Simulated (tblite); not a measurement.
Energy and gradient calculation of CH₆BrNSi₂

The run: energy and gradient calculation of CH₆BrNSi₂, SMILES C=N[SiH2][SiH2]Br. Method and program: IPEA1-xTB, R-SCC (tblite 0.8.0).

The geometry comes from this level: GFN2-xTB.

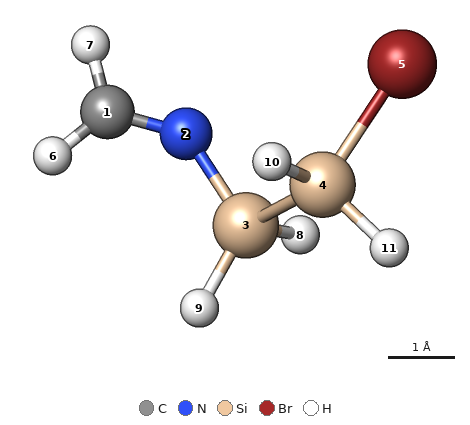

The structure (ball-and-stick view, seen at a tilt; atoms are numbered from 1 in the order of the input). Bond lengths as drawn: Br–Si 2.23 Å, C–H 1.09 Å, C–N 1.25 Å, H–Si 1.46 to 1.47 Å, N–Si 1.71 Å and Si–Si 2.31 Å.

Input file (job.py):
```python
import json
import numpy as np
from ase.io import read
from tblite.ase import TBLite
from ase.units import kJ, mol as mol_
from ase.units import Debye

atoms = read("start.xyz")
start = atoms.get_positions()

atoms.calc = TBLite(
    method="IPEA1-xTB",
    accuracy=10,
    max_iterations=50,
    electronic_temperature=50,
    verbosity=0,
)
print(f"Energy: {atoms.get_potential_energy() / (kJ / mol_):.6f} kJ/mol")
print(f"Dipole: {np.linalg.norm(atoms.get_dipole_moment()) / Debye:.4f} D")
print("Charges:", np.round(atoms.get_charges(), 4))
print("Forces (eV/angstrom):")
for a, F in zip(atoms, atoms.get_forces()):
    print(f"{a.symbol:<2} {F[0]:11.6f} {F[1]:11.6f} {F[2]:11.6f}")
json.dump(dict(energy=atoms.get_potential_energy(), forces=atoms.get_forces().tolist(), dipole=atoms.get_dipole_moment().tolist(), charges=atoms.get_charges().tolist(),
               symbols=atoms.get_chemical_symbols(), start=start.tolist(), final=atoms.positions.tolist()), open("results.json", "w"))
```

File start.xyz:
```
11

C     -0.068330     1.672270     1.626330
N     -0.535460     0.747180     0.931650
Si    -0.132950    -0.869150     0.544820
Si     0.314090    -0.767970    -1.715020
Br    -1.385180     0.066320    -2.891050
H      0.830210     1.593300     2.245190
H     -0.570810     2.636330     1.635090
H     -1.367830    -1.577020     0.872620
H      1.000340    -1.505870     1.235900
H      1.423400     0.082780    -2.146990
H      0.492510    -2.078180    -2.338540
```

Machine: 1 thread of Intel Xeon (Sapphire Rapids), 64 GiB of memory available, shared host.

Command:
```bash
python job.py
```

Output:
```
Energy: -45624.452933 kJ/mol
Dipole: 4.0065 D
Charges: [ 0.0974 -0.2294  0.136   0.1217 -0.0422  0.0633  0.0557 -0.0459 -0.0542
 -0.0519 -0.0504]
Forces (eV/angstrom):
C    -0.019019    1.663328    0.605998
N     0.463210   -1.750738   -0.144786
Si   -0.162692   -0.776710   -0.588751
Si   -0.062281   -0.043767   -0.709753
Br    0.102518   -0.041013    0.232399
H    -0.232851    0.093483   -0.100332
H     0.214046    0.213161    0.213847
H     0.602777    0.267566   -0.030895
H    -0.724397    0.379528   -0.065397
H    -0.349758   -0.507560    0.329638
H     0.168447    0.502722    0.258033
```

Results in brief:

| quantity | value |
| --- | --- |
| outcome | converged |
| total energy | −17.377436 hartree |
| largest force | 1.817 eV/Å |
| dipole moment | 4.01 D |
| wall time | 0.54 s |
| peak memory | 0.12 GiB |

Settings chosen away from the usual ones: accuracy; etemp; max_iter. These settings are looser than, or depart from, a standard set-up, so the numbers are not reference values for this system.
